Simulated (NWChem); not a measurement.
# One shape, several levels: BN2H7 (SMILES N[BH2-][NH3+])

We compute a comparison of 3 runs (HF/STO-3G, HF/3-21G, B3LYP/6-31G*) of BN2H7. 

The results are computed with NWChem 7.3.0.

## (1) The molecule

BN2H7: 10 atoms, total charge 0, spin state singlet. As SMILES, `N[BH2-][NH3+]`. The coordinates come from a GFN2-xTB relaxation. This is one conformer, not always the lowest.

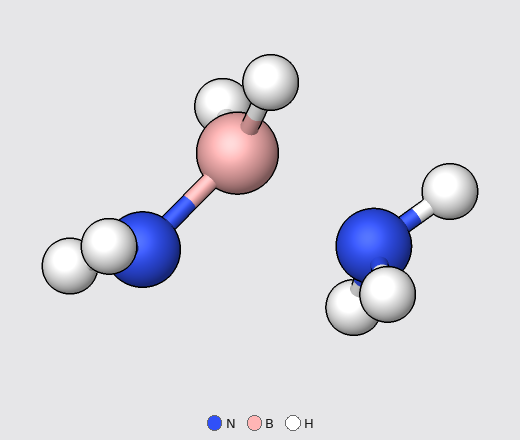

Viewed from a chosen angle; nitrogen blue, boron pink, hydrogen white.

## (2) Energy and forces at HF/STO-3G (run 1)

bh7n2.nw

```
start bh7n2
memory stack 880 mb heap 220 mb global 1100 mb

geometry noautosym nocenter noautoz
  N    -1.212610    0.317700   -0.528990
  B     0.259990    0.420360   -0.486070
  N     0.659760   -0.636760    0.856480
  H    -1.626610   -0.128260   -1.330530
  H    -1.745120    1.140740   -0.299140
  H     0.694940    1.467180   -0.119760
  H     0.842120   -0.091620   -1.390460
  H     0.343230   -1.563600    0.604120
  H     1.653740   -0.629290    1.046120
  H     0.130560   -0.296460    1.648210
end

basis spherical bse
  * library STO-3G
end

scf
  thresh 1e-08
  maxiter 80
  noprint "final vectors analysis"
end

task scf gradient
```

Run with:

```console
nwchem bh7n2.nw > bh7n2.out
```

Log:

```text
[...]
  functions       =    22
[...]
  wavefunction    = RHF
[...]
         Total SCF energy =   -135.939777729496
      One-electron energy =   -341.850982056257
      Two-electron energy =    126.745051910323
 Nuclear repulsion energy =     79.166152416438
        Time for solution =      0.5s
[...]
                         RHF ENERGY GRADIENTS
    atom               coordinates                        gradient
                 x          y          z           x          y          z
   1 N      -2.291501   0.600366  -0.999646   -0.010039   0.007507  -0.011047
   2 B       0.491310   0.794365  -0.918539   -0.010506  -0.002210   0.001833
   3 N       1.246766  -1.203302   1.618513    0.004682  -0.027368   0.034423
   4 H      -3.073847  -0.242376  -2.514337    0.005890   0.003654   0.012999
   5 H      -3.297799   2.155686  -0.565293    0.007035  -0.012249  -0.000136
   6 H       1.313246   2.772568  -0.226314    0.004176   0.014786   0.004431
   7 H       1.591376  -0.173137  -2.627588    0.006182  -0.006930  -0.012932
   8 H       0.648611  -2.954776   1.141621    0.003569   0.019507  -0.001609
   9 H       3.125115  -1.189186   1.976880   -0.017643   0.004285  -0.008932
  10 H       0.246723  -0.560228   3.114665    0.006655  -0.000980  -0.019028
[...]
```

Wall time 1.2 s (1 thread of Intel Xeon 6975P-C (Granite Rapids), shared host); peak memory 0.098 GiB.

## (3) Energy and gradient at HF/3-21G (run 2)

a.nw

```
start a
memory 2200 mb

geometry units angstroms noautosym nocenter noautoz
N     -1.212610     0.317700    -0.528990
B      0.259990     0.420360    -0.486070
N      0.659760    -0.636760     0.856480
H     -1.626610    -0.128260    -1.330530
H     -1.745120     1.140740    -0.299140
H      0.694940     1.467180    -0.119760
H      0.842120    -0.091620    -1.390460
H      0.343230    -1.563600     0.604120
H      1.653740    -0.629290     1.046120
H      0.130560    -0.296460     1.648210
end

basis spherical bse
* library 3-21G
end

scf
singlet
rhf
thresh 1e-08
maxiter 80
end

task scf gradient
```

Run with:

```console
nwchem a.nw > a.out
```

Log:

```text
[...]
  functions       =    41
[...]
  wavefunction    = RHF
[...]
         Total SCF energy =   -136.925436100578
      One-electron energy =   -341.983693509577
      Two-electron energy =    125.892104992561
 Nuclear repulsion energy =     79.166152416438
        Time for solution =      0.7s
[...]
                         RHF ENERGY GRADIENTS
    atom               coordinates                        gradient
                 x          y          z           x          y          z
   1 N      -2.291501   0.600366  -0.999646    0.020638  -0.008649   0.012600
   2 B       0.491310   0.794365  -0.918539   -0.000538   0.007340  -0.008882
   3 N       1.246766  -1.203302   1.618513   -0.008503   0.001577  -0.003053
   4 H      -3.073847  -0.242376  -2.514337   -0.000321   0.002314  -0.002909
   5 H      -3.297799   2.155686  -0.565293   -0.000637   0.002642  -0.002722
   6 H       1.313246   2.772568  -0.226314   -0.005256  -0.008429  -0.001963
   7 H       1.591376  -0.173137  -2.627588   -0.006347   0.002777   0.007477
   8 H       0.648611  -2.954776   1.141621   -0.000385  -0.002703  -0.001412
   9 H       3.125115  -1.189186   1.976880    0.002700   0.001452  -0.001275
  10 H       0.246723  -0.560228   3.114665   -0.001350   0.001680   0.002138
[...]
```

Wall time 1.4 s (1 thread of Intel Xeon 6975P-C (Granite Rapids), shared host); peak memory 0.098 GiB.

## (4) Energy and forces at B3LYP/6-31G(d) (Cartesian functions) (run 3)

run.nw

```
start run
title "BH7N2 B3LYP"
memory 2200 mb
charge 0

geometry noautosym nocenter noautoz
  N       -1.212610       0.317700      -0.528990
  B        0.259990       0.420360      -0.486070
  N        0.659760      -0.636760       0.856480
  H       -1.626610      -0.128260      -1.330530
  H       -1.745120       1.140740      -0.299140
  H        0.694940       1.467180      -0.119760
  H        0.842120      -0.091620      -1.390460
  H        0.343230      -1.563600       0.604120
  H        1.653740      -0.629290       1.046120
  H        0.130560      -0.296460       1.648210
end

basis "ao basis" cartesian
  * library 6-31G*
end

dft
  xc b3lyp
  grid xfine
  convergence energy 1e-08
  maxiter 100
  mulliken
  print medium
end

task dft gradient
```

Run with:

```console
nwchem run.nw > run.out
```

Log:

```text
[...]
          Wavefunction type:  closed shell.
          No. of atoms     :    10
          No. of electrons :    26
[...]
          Charge           :     0
          Spin multiplicity:     1
[...]
          AO basis - number of functions:    59
[...]
              XC Information
              --------------
                         B3LYP Method XC Potential
                     Hartree-Fock (Exact) Exchange  0.200
                        Slater Exchange Functional  0.800 local
                    Becke 1988 Exchange Functional  0.720 non-local
              Lee-Yang-Parr Correlation Functional  0.810
                  VWN I RPA Correlation Functional  0.190 local
[...]
 d= 0,ls=0.0,diis     1   -138.5344212694 -2.18D+02  1.78D-02  5.19D-01     2.4
[...]
 d= 0,ls=0.0,diis     8   -138.5918448333  2.62D-09  5.28D-06  3.16D-07    15.7
         Total DFT energy =     -138.591844833330
      One electron energy =     -343.245627120649
           Coulomb energy =      146.061573665868
    Exchange-Corr. energy =      -20.573943794986
 Nuclear repulsion energy =       79.166152416438
[...]
  wavefunction    = closed shell
                         DFT ENERGY GRADIENTS
    atom               coordinates                        gradient
                 x          y          z           x          y          z
   1 N      -2.291501   0.600366  -0.999646    0.005897   0.001636  -0.001772
   2 B       0.491310   0.794365  -0.918539    0.006407   0.005824  -0.006231
   3 N       1.246766  -1.203302   1.618513   -0.002770  -0.010666   0.012816
   4 H      -3.073847  -0.242376  -2.514337    0.001828   0.001532   0.004890
   5 H      -3.297799   2.155686  -0.565293    0.002101  -0.004545  -0.000136
   6 H       1.313246   2.772568  -0.226314   -0.004758  -0.008675  -0.003639
   7 H       1.591376  -0.173137  -2.627588   -0.006043   0.004511   0.007410
   8 H       0.648611  -2.954776   1.141621    0.001383   0.005770  -0.002335
   9 H       3.125115  -1.189186   1.976880   -0.006037   0.003168  -0.005012
  10 H       0.246723  -0.560228   3.114665    0.001991   0.001445  -0.005991
[...]
```

It took 20 s on 1 thread of Intel Xeon 6975P-C (Granite Rapids), shared host; peak memory 0.14 GiB.

## (5) The series

```tsv
run	level	Cartesian functions	iteration cap	energy (Eh)	dipole moment (D)	largest force (eV/Å)	wall time
1	HF/STO-3G	no	80	-135.939778	4.14	2.274	1.2 s
2	HF/3-21G	no	80	-136.925436	3.77	1.321	1.4 s
3	B3LYP/6-31G* (Cartesian functions)	yes	100	-138.591845	3.59	0.869	20 s
```

## (6) Results

```
                       quantity          value
            run 3: total energy  -138.59184 Eh
           run 3: dipole moment         3.59 D
             run 3: HOMO energy       -5.36 eV
             run 3: LUMO energy        1.48 eV
           run 3: HOMO–LUMO gap        6.84 eV
run 3: largest force on an atom     0.869 eV/Å
```

What this shows: The dipole moment (its size) runs from 3.59 D (B3LYP/6-31G*) to 4.14 D (HF/STO-3G). The two ends differ in method and basis. In run 1 the basis is minimal, so the values are rough. All runs together took 22 s, the longest 20 s.
